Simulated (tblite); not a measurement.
CH12N2Si4: geometry relaxation (part 2 of 2)

CH12N2Si4; GFN2-xTB geometry optimisation, gas phase (tblite 0.8.0). 

Trajectory as extended XYZ, continued
```
19
Properties=species:S:1:pos:R:3:forces:R:3 step=60 energy=-574.52602
Si   -1.5899    1.8323   -0.1736    0.0580  -0.0530  -0.0210
N    -1.2098    0.1713    0.1685    0.0250  -0.0210   0.0270
Si   -2.3202   -1.1110   -0.2237    0.0300   0.0400   0.0120
Si    0.3553   -0.2592    0.8030   -0.0230  -0.0240  -0.0430
C     1.4668   -1.3950   -0.2534    0.0200  -0.0500   0.0110
Si    2.8041   -0.0355   -0.2699   -0.1050   0.0640   0.0090
N     1.6277    0.9095    0.5989   -0.0750  -0.0390  -0.0090
H    -1.2936    2.6464    1.0069    0.0280  -0.0050   0.0270
H    -0.8119    2.2959   -1.3235    0.0150   0.0410  -0.0230
H    -3.0188    1.8778   -0.4737   -0.0350   0.0270  -0.0100
H    -2.4035   -1.2564   -1.6810   -0.0160  -0.0160   0.0000
H    -1.7978   -2.3329    0.3858   -0.0230   0.0020  -0.0050
H    -3.6374   -0.7751    0.3282    0.0540  -0.0160  -0.0220
H     0.1483   -0.6523    2.2023    0.0290   0.0110   0.0420
H     1.0665   -1.6633   -1.2258   -0.0030   0.0130  -0.0070
H     1.7613   -2.3171    0.2355   -0.0030  -0.0290   0.0040
H     4.0036   -0.3447    0.5146   -0.0190   0.0240   0.0100
H     3.1678    0.5618   -1.5558    0.0000  -0.0040  -0.0150
H     1.6717    1.8569    0.9291    0.0440   0.0360   0.0110
19
Properties=species:S:1:pos:R:3:forces:R:3 step=64 energy=-574.53142
Si   -1.5669    1.8277   -0.1828   -0.0160   0.0420   0.0150
N    -1.2033    0.1717    0.1938   -0.0240  -0.0120  -0.0600
Si   -2.3022   -1.1050   -0.2325   -0.0160  -0.0720  -0.0310
Si    0.3543   -0.2714    0.8300   -0.0170  -0.0730   0.0650
C     1.4563   -1.4052   -0.2419   -0.0290   0.0430   0.0070
Si    2.7699   -0.0216   -0.2862    0.0450  -0.0080   0.0110
N     1.6152    0.9049    0.6240   -0.0150   0.0510  -0.0290
H    -1.2614    2.6401    0.9989    0.0100  -0.0030  -0.0100
H    -0.7835    2.2871   -1.3335   -0.0010   0.0050  -0.0020
H    -2.9995    1.8918   -0.4907    0.0740   0.0050   0.0160
H    -2.3859   -1.2534   -1.6907    0.0130   0.0170   0.0140
H    -1.7860   -2.3329    0.3677   -0.0050  -0.0150   0.0080
H    -3.6236   -0.7877    0.3093   -0.0090   0.0200   0.0070
H     0.1496   -0.6555    2.2339    0.0270   0.0070  -0.0020
H     1.0284   -1.6756   -1.2035    0.0450  -0.0010   0.0300
H     1.7768   -2.3220    0.2421   -0.0260   0.0030  -0.0190
H     3.9834   -0.3306    0.4836   -0.0480   0.0440  -0.0430
H     3.1056    0.5905   -1.5746   -0.0120  -0.0270   0.0160
H     1.6632    1.8562    0.9456    0.0040  -0.0260   0.0090
19
Properties=species:S:1:pos:R:3:forces:R:3 step=69 energy=-574.53503
Si   -1.5465    1.8269   -0.1863    0.0230  -0.0360   0.0030
N    -1.1992    0.1646    0.1903    0.0020  -0.0170   0.0170
Si   -2.2955   -1.1149   -0.2415   -0.0050   0.0130   0.0140
Si    0.3476   -0.2820    0.8556    0.0060   0.0470  -0.0240
C     1.4465   -1.4045   -0.2274   -0.0030  -0.0130   0.0020
Si    2.7485   -0.0121   -0.2947   -0.0480   0.0170   0.0200
N     1.5967    0.9076    0.6276    0.0280  -0.0130  -0.0110
H    -1.2397    2.6431    0.9898    0.0230   0.0030   0.0280
H    -0.7621    2.2812   -1.3376    0.0130  -0.0010  -0.0090
H    -2.9742    1.9055   -0.4954   -0.0030  -0.0060   0.0010
H    -2.3695   -1.2451   -1.7002    0.0040  -0.0110  -0.0100
H    -1.7810   -2.3439    0.3607   -0.0160   0.0020  -0.0100
H    -3.6186   -0.7942    0.2979    0.0030   0.0020  -0.0030
H     0.1583   -0.6632    2.2623   -0.0040   0.0190  -0.0240
H     1.0111   -1.6787   -1.1831    0.0070   0.0050  -0.0140
H     1.7801   -2.3218    0.2462   -0.0080   0.0030   0.0120
H     3.9709   -0.3149    0.4556    0.0150   0.0350  -0.0080
H     3.0579    0.6016   -1.5878   -0.0020  -0.0230   0.0010
H     1.6587    1.8541    0.9606   -0.0320  -0.0270   0.0140
19
Properties=species:S:1:pos:R:3:forces:R:3 step=73 energy=-574.53672
Si   -1.5292    1.8224   -0.1889   -0.0080   0.0110   0.0040
N    -1.1973    0.1604    0.1983   -0.0070   0.0010  -0.0030
Si   -2.2910   -1.1154   -0.2487   -0.0040  -0.0020  -0.0160
Si    0.3443   -0.2836    0.8732    0.0080  -0.0380  -0.0180
C     1.4364   -1.4056   -0.2180    0.0190   0.0040  -0.0140
Si    2.7299   -0.0062   -0.3027    0.0490   0.0060   0.0000
N     1.5967    0.9002    0.6505   -0.0120   0.0430   0.0080
H    -1.2177    2.6370    0.9899    0.0110  -0.0130  -0.0200
H    -0.7504    2.2742   -1.3472    0.0180  -0.0170   0.0250
H    -2.9556    1.9039   -0.5064    0.0010   0.0030   0.0180
H    -2.3567   -1.2433   -1.7098    0.0030   0.0010   0.0190
H    -1.7795   -2.3483    0.3477   -0.0180   0.0010  -0.0020
H    -3.6142   -0.7917    0.2870   -0.0090  -0.0030  -0.0040
H     0.1543   -0.6547    2.2822   -0.0110   0.0090  -0.0270
H     0.9996   -1.6817   -1.1731   -0.0120  -0.0050   0.0160
H     1.7790   -2.3196    0.2549   -0.0060  -0.0030   0.0100
H     3.9744   -0.2890    0.4202   -0.0040   0.0220  -0.0080
H     3.0163    0.6046   -1.6038   -0.0230  -0.0210   0.0100
H     1.6509    1.8453    0.9871    0.0040   0.0000   0.0030
19
Properties=species:S:1:pos:R:3:forces:R:3 step=78 energy=-574.53837
Si   -1.5112    1.8179   -0.1902   -0.0160   0.0050  -0.0030
N    -1.1978    0.1551    0.2079    0.0030   0.0020  -0.0040
Si   -2.2876   -1.1174   -0.2570   -0.0040  -0.0050   0.0090
Si    0.3424   -0.2898    0.8862   -0.0060   0.0140   0.0100
C     1.4340   -1.4066   -0.2068   -0.0050   0.0010   0.0090
Si    2.7168    0.0035   -0.3074   -0.0230  -0.0060   0.0000
N     1.5929    0.8986    0.6686    0.0000  -0.0160   0.0020
H    -1.1932    2.6410    0.9790    0.0140  -0.0080   0.0130
H    -0.7209    2.2538   -1.3454    0.0190  -0.0110   0.0000
H    -2.9355    1.9134   -0.5088   -0.0110   0.0000   0.0100
H    -2.3344   -1.2351   -1.7179   -0.0100  -0.0010  -0.0130
H    -1.7869   -2.3581    0.3325   -0.0030   0.0040   0.0070
H    -3.6156   -0.8023    0.2718   -0.0090   0.0100  -0.0110
H     0.1447   -0.6504    2.2951   -0.0110  -0.0080  -0.0030
H     0.9827   -1.6856   -1.1540    0.0190  -0.0130  -0.0080
H     1.7770   -2.3196    0.2679    0.0230   0.0070  -0.0030
H     3.9852   -0.2577    0.3763    0.0090   0.0080   0.0200
H     2.9526    0.6082   -1.6189    0.0000   0.0040  -0.0320
H     1.6450    1.8405    1.0136    0.0120   0.0130  -0.0030
19
Properties=species:S:1:pos:R:3:forces:R:3 step=82 energy=-574.53927
Si   -1.5111    1.8170   -0.1901    0.0140  -0.0010   0.0020
N    -1.1957    0.1528    0.2002   -0.0370  -0.0060  -0.0030
Si   -2.2907   -1.1176   -0.2578   -0.0090  -0.0050  -0.0290
Si    0.3415   -0.2890    0.8838   -0.0050  -0.0120  -0.0010
C     1.4352   -1.4065   -0.2065    0.0050   0.0080   0.0000
Si    2.7137    0.0063   -0.3075    0.0230   0.0060  -0.0170
N     1.5896    0.9011    0.6679    0.0190  -0.0080  -0.0030
H    -1.1790    2.6284    0.9837   -0.0070   0.0040   0.0050
H    -0.7128    2.2508   -1.3413   -0.0090  -0.0050  -0.0010
H    -2.9377    1.9123   -0.5012    0.0130   0.0110   0.0070
H    -2.3405   -1.2393   -1.7205   -0.0040   0.0000   0.0230
H    -1.7937   -2.3582    0.3354   -0.0090   0.0110   0.0050
H    -3.6190   -0.7929    0.2665    0.0040   0.0010  -0.0090
H     0.1424   -0.6485    2.2916   -0.0130  -0.0130   0.0170
H     0.9880   -1.6889   -1.1551    0.0170  -0.0120   0.0110
H     1.7840   -2.3159    0.2702    0.0100  -0.0050   0.0030
H     3.9827   -0.2403    0.3833   -0.0090   0.0060  -0.0010
H     2.9478    0.5966   -1.6276   -0.0010   0.0060  -0.0040
H     1.6455    1.8410    1.0175    0.0010   0.0110  -0.0070
19
Properties=species:S:1:pos:R:3:forces:R:3 step=87 energy=-574.54002
Si   -1.4980    1.8148   -0.1883   -0.0170   0.0060   0.0070
N    -1.2011    0.1493    0.2078    0.0210  -0.0040   0.0070
Si   -2.2918   -1.1186   -0.2646   -0.0020  -0.0080   0.0070
Si    0.3370   -0.2930    0.8927    0.0220  -0.0160   0.0100
C     1.4352   -1.4073   -0.1991    0.0060  -0.0010   0.0010
Si    2.7046    0.0133   -0.3160   -0.0190  -0.0070   0.0140
N     1.5885    0.8962    0.6793   -0.0080   0.0160   0.0070
H    -1.1607    2.6287    0.9826   -0.0040   0.0000   0.0020
H    -0.6922    2.2328   -1.3395   -0.0100   0.0060  -0.0090
H    -2.9242    1.9238   -0.4983    0.0190   0.0100   0.0020
H    -2.3309   -1.2359   -1.7258   -0.0050  -0.0040  -0.0140
H    -1.7983   -2.3598    0.3305   -0.0070   0.0060   0.0020
H    -3.6226   -0.7968    0.2522   -0.0150   0.0090  -0.0040
H     0.1287   -0.6523    2.3013    0.0030  -0.0020  -0.0210
H     0.9877   -1.6988   -1.1444    0.0000  -0.0070   0.0010
H     1.7928   -2.3132    0.2783    0.0090   0.0090   0.0150
H     3.9821   -0.2182    0.3621    0.0100   0.0010  -0.0070
H     2.9107    0.6044   -1.6398    0.0100   0.0080  -0.0130
H     1.6428    1.8398    1.0214   -0.0120  -0.0190  -0.0070
19
Properties=species:S:1:pos:R:3:forces:R:3 step=92 energy=-574.54077
Si   -1.4959    1.8125   -0.1821    0.0080   0.0010  -0.0050
N    -1.2006    0.1438    0.2046   -0.0030   0.0110  -0.0100
Si   -2.3001   -1.1182   -0.2664    0.0030   0.0160   0.0060
Si    0.3395   -0.2978    0.8863   -0.0190   0.0080  -0.0080
C     1.4440   -1.4089   -0.2004    0.0030  -0.0070   0.0060
Si    2.7064    0.0170   -0.3181    0.0090   0.0080  -0.0030
N     1.5844    0.8985    0.6719   -0.0060  -0.0170  -0.0050
H    -1.1573    2.6229    0.9906    0.0070  -0.0030   0.0040
H    -0.6971    2.2328   -1.3377   -0.0020   0.0040   0.0020
H    -2.9200    1.9338   -0.4881   -0.0200  -0.0030  -0.0020
H    -2.3414   -1.2425   -1.7283    0.0040  -0.0020   0.0080
H    -1.8118   -2.3562    0.3383   -0.0090  -0.0050  -0.0010
H    -3.6318   -0.7861    0.2444    0.0050   0.0060  -0.0060
H     0.1264   -0.6578    2.2925    0.0110  -0.0090   0.0080
H     1.0012   -1.7102   -1.1448    0.0040  -0.0090   0.0060
H     1.8058   -2.3073    0.2875    0.0100  -0.0060   0.0010
H     3.9802   -0.2031    0.3713    0.0100  -0.0020  -0.0150
H     2.9211    0.5963   -1.6477   -0.0020   0.0040   0.0190
H     1.6373    1.8399    1.0187   -0.0140   0.0040  -0.0040
19
Properties=species:S:1:pos:R:3:forces:R:3 step=96 energy=-574.54161
Si   -1.4897    1.8156   -0.1780   -0.0120  -0.0060  -0.0020
N    -1.2027    0.1434    0.2024    0.0120  -0.0080   0.0050
Si   -2.3059   -1.1145   -0.2692   -0.0080  -0.0050   0.0140
Si    0.3360   -0.3057    0.8834    0.0040  -0.0080   0.0160
C     1.4539   -1.4147   -0.1933   -0.0050  -0.0020   0.0060
Si    2.7033    0.0224   -0.3214    0.0040   0.0140   0.0090
N     1.5755    0.8961    0.6697    0.0080  -0.0190  -0.0060
H    -1.1435    2.6188    0.9982    0.0050  -0.0060  -0.0120
H    -0.6930    2.2282   -1.3374    0.0010   0.0150   0.0040
H    -2.9149    1.9487   -0.4788   -0.0030  -0.0090   0.0030
H    -2.3417   -1.2466   -1.7291    0.0130  -0.0010  -0.0220
H    -1.8317   -2.3559    0.3418   -0.0050   0.0110   0.0000
H    -3.6409   -0.7754    0.2266    0.0010   0.0140   0.0080
H     0.1261   -0.6713    2.2899    0.0020   0.0010  -0.0100
H     1.0137   -1.7318   -1.1332    0.0080  -0.0060  -0.0160
H     1.8283   -2.3042    0.3021   -0.0060   0.0020   0.0090
H     3.9870   -0.1833    0.3552   -0.0050  -0.0040  -0.0010
H     2.9118    0.6012   -1.6515   -0.0130   0.0080   0.0030
H     1.6186    1.8385    1.0151    0.0000   0.0070  -0.0090
19
Properties=species:S:1:pos:R:3:forces:R:3 step=101 energy=-574.54219
Si   -1.4878    1.8129   -0.1777    0.0200  -0.0170  -0.0010
N    -1.1994    0.1396    0.1995   -0.0110   0.0010   0.0000
Si   -2.3105   -1.1116   -0.2723    0.0090   0.0120  -0.0150
Si    0.3361   -0.3134    0.8866   -0.0100   0.0190  -0.0240
C     1.4585   -1.4185   -0.1890    0.0140   0.0010  -0.0090
Si    2.7013    0.0256   -0.3216   -0.0030  -0.0070  -0.0190
N     1.5754    0.8899    0.6771   -0.0070  -0.0010   0.0070
H    -1.1310    2.6102    0.9984   -0.0030   0.0070   0.0020
H    -0.6926    2.2318   -1.3364   -0.0060   0.0050   0.0020
H    -2.9136    1.9499   -0.4732   -0.0020  -0.0100   0.0040
H    -2.3377   -1.2500   -1.7334    0.0040   0.0050   0.0060
H    -1.8446   -2.3521    0.3434   -0.0020  -0.0130   0.0120
H    -3.6441   -0.7596    0.2190    0.0040   0.0080  -0.0010
H     0.1219   -0.6754    2.2922    0.0010  -0.0060   0.0040
H     1.0249   -1.7419   -1.1307    0.0040  -0.0050   0.0180
H     1.8375   -2.3023    0.3129   -0.0030  -0.0080  -0.0040
H     3.9929   -0.1711    0.3411    0.0000  -0.0070   0.0080
H     2.8934    0.6082   -1.6528   -0.0080   0.0020   0.0010
H     1.6098    1.8370    1.0094   -0.0010   0.0140   0.0080
19
Properties=species:S:1:pos:R:3:forces:R:3 step=105 energy=-574.54244
Si   -1.4862    1.8112   -0.1771   -0.0030   0.0120   0.0030
N    -1.2003    0.1377    0.1978    0.0080   0.0040  -0.0010
Si   -2.3132   -1.1110   -0.2744    0.0040  -0.0030   0.0060
Si    0.3357   -0.3146    0.8829    0.0070  -0.0060   0.0050
C     1.4636   -1.4203   -0.1872   -0.0040  -0.0010   0.0010
Si    2.7013    0.0271   -0.3230   -0.0010   0.0020   0.0050
N     1.5729    0.8905    0.6752    0.0050   0.0060  -0.0020
H    -1.1273    2.6074    0.9992   -0.0020   0.0050   0.0040
H    -0.6943    2.2361   -1.3355   -0.0030  -0.0030  -0.0050
H    -2.9132    1.9499   -0.4677    0.0050  -0.0100   0.0020
H    -2.3369   -1.2512   -1.7349    0.0030   0.0000   0.0010
H    -1.8523   -2.3509    0.3483   -0.0080  -0.0010   0.0000
H    -3.6453   -0.7500    0.2150    0.0030   0.0000  -0.0060
H     0.1235   -0.6812    2.2885   -0.0020   0.0010  -0.0060
H     1.0310   -1.7498   -1.1265    0.0020  -0.0030  -0.0060
H     1.8439   -2.3020    0.3179   -0.0020   0.0040   0.0020
H     3.9930   -0.1688    0.3408   -0.0080  -0.0010   0.0020
H     2.8905    0.6107   -1.6539   -0.0060   0.0020  -0.0020
H     1.6038    1.8385    1.0071    0.0030  -0.0070  -0.0020
19
Properties=species:S:1:pos:R:3:forces:R:3 step=110 energy=-574.54261
Si   -1.4829    1.8120   -0.1760    0.0000  -0.0030   0.0010
N    -1.1971    0.1379    0.1973   -0.0020  -0.0020   0.0000
Si   -2.3114   -1.1096   -0.2755   -0.0020   0.0020  -0.0030
Si    0.3368   -0.3168    0.8842   -0.0020   0.0040  -0.0020
C     1.4648   -1.4217   -0.1857    0.0010  -0.0010  -0.0010
Si    2.6986    0.0289   -0.3251   -0.0010   0.0000  -0.0030
N     1.5733    0.8894    0.6785   -0.0020  -0.0010   0.0000
H    -1.1235    2.6086    1.0000   -0.0020   0.0030  -0.0010
H    -0.6945    2.2358   -1.3372   -0.0010   0.0000   0.0000
H    -2.9104    1.9449   -0.4646   -0.0050   0.0010   0.0010
H    -2.3317   -1.2508   -1.7361    0.0060  -0.0020   0.0020
H    -1.8606   -2.3517    0.3500    0.0000   0.0020   0.0020
H    -3.6441   -0.7439    0.2079   -0.0010   0.0020  -0.0030
H     0.1213   -0.6845    2.2885    0.0010  -0.0010   0.0030
H     1.0340   -1.7564   -1.1242   -0.0030   0.0010   0.0000
H     1.8469   -2.2999    0.3237    0.0060  -0.0020  -0.0020
H     3.9920   -0.1661    0.3352   -0.0020   0.0020  -0.0030
H     2.8772    0.6150   -1.6567    0.0020  -0.0040   0.0050
H     1.6016    1.8380    1.0084    0.0060  -0.0020   0.0020
```

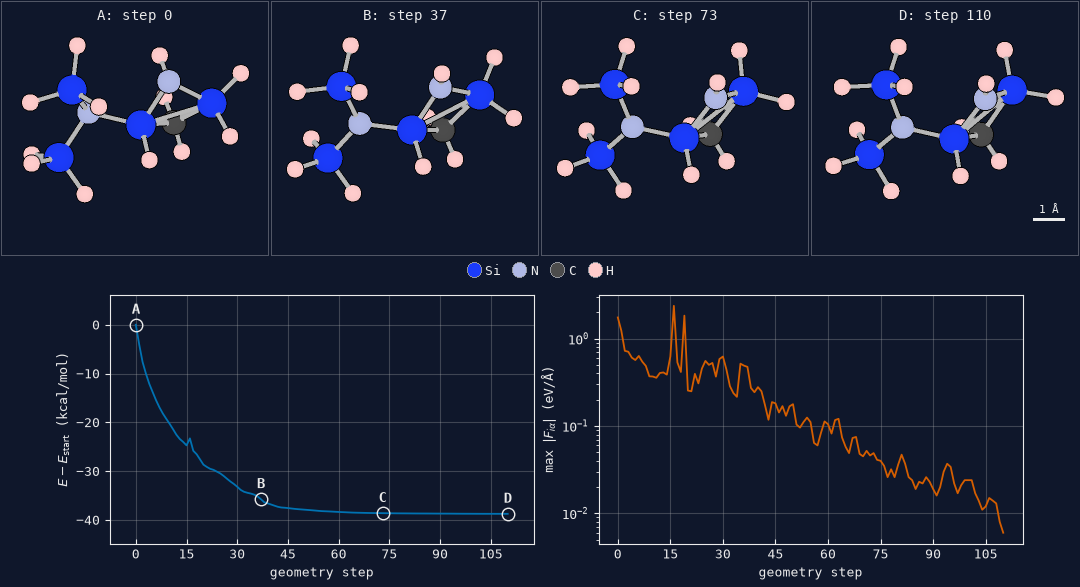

*Frames of the relaxation (ball-and-stick view, seen at a tilt) above the curves, on which the letters mark them (steps are counted from 0).*

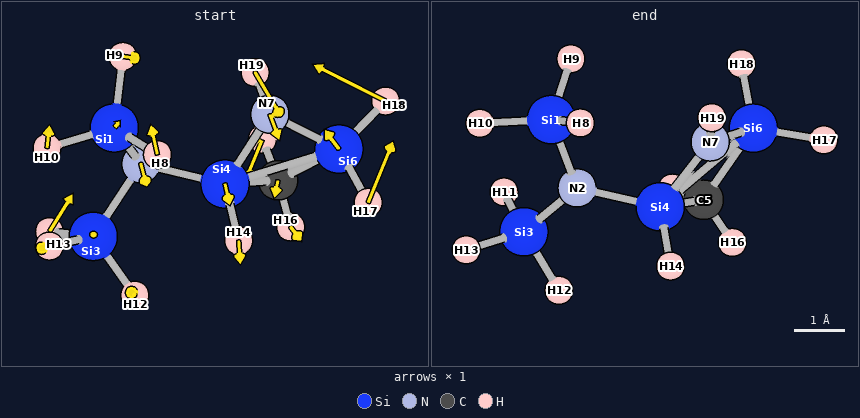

*Before (left) and after (right) the relaxation, at one scale (ball-and-stick view, seen at a tilt). The yellow arrows give the displacements, at true length.*

The largest move after the best rigid fit is that of H19, 1.97 Å. By element the largest moves are H 1.97 Å, N 0.81 Å, Si 0.64 Å, C 0.45 Å. Among the contacts that change: Si4–Si6 2.446 → 2.676 Å, Si4–N7 1.797 → 1.740 Å, Si1–N2 1.791 → 1.739 Å, Si4–C5 1.856 → 1.907 Å. Among the angles that change: Si6–Si4–H14 96.4° → 126.5°, Si4–Si6–H17 96.4° → 123.9°, Si4–Si6–H18 148.6° → 124.7°. After 110 geometry steps the energy has fallen by 38.7 kcal/mol. Largest force component: 1.8 eV/Å at the start, 0.006 eV/Å at the end. (Atoms are counted from 1 in the order of the input.)

This output came from the following input.

The input
```
{"job": {"kind": "relax", "xc": "GFN2-xTB", "basis": "xTB"}, "charge": 0, "multiplicity": 1}
Si    -1.659000     1.709800    -0.063300
N     -1.110100     0.089700    -0.594700
Si    -2.373200    -1.065500    -0.089700
Si     0.407200    -0.220400     0.284500
C      1.666600    -1.267700    -0.588500
Si     2.849100    -0.085800     0.253400
N      1.552100     1.149100     0.075200
H     -1.087700     1.925900     1.284800
H     -1.131300     2.743200    -0.965300
H     -3.123400     1.770900     0.091500
H     -3.052400    -1.687000    -1.244900
H     -1.845400    -2.069600     0.845100
H     -3.441000    -0.341200     0.668100
H      0.277200    -0.522600     1.721300
H      1.651500    -1.051600    -1.677100
H      1.745900    -2.315500    -0.273400
H      3.051100    -0.417300     1.678400
H      4.071400     0.206800    -0.490100
H      1.541800     1.458000    -0.922600
```

The first line tells a small driver script what to run in tblite; the rest is the geometry in Å.

Command:
```bash
OMP_NUM_THREADS=1 python <driver script> task.json out
```

Key numbers

```tsv
quantity	value
outcome	converged
total energy	−574.5426 eV
hardware	1 CPU thread, shared host
wall time	1.1 s
peak memory	0.18 GiB
```
